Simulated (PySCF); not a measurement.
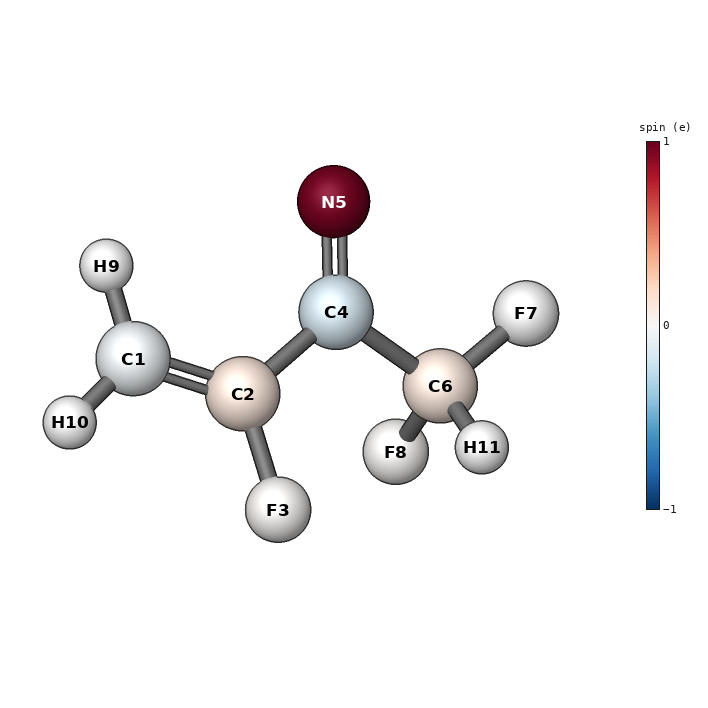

Atoms are coloured by their Mulliken spin populations. Charge 0, doublet. Computed geometry: GFN2-xTB optimisation. No frequency run is at hand to confirm it as a minimum. Level of theory: UKS B3LYP, pcH-1 on C F H N, non-relativistic (PySCF 2.14.0).

Question: Which atom carries the largest spin population?

Answer: N5 (0.95 e).

Question: Which atom has the lowest spin population?

Answer: C4 (−0.16 e); a negative value comes from spin polarisation.

List the Mulliken spin populations.

```tsv
atom	value (e)
C1	−0.04
C2	0.11
F3	0.01
C4	−0.16
N5	0.95
C6	0.11
F7	0.00
F8	0.01
H9	0.00
H10	0.00
H11	0.01
```

Mulliken values depend strongly on the basis set.
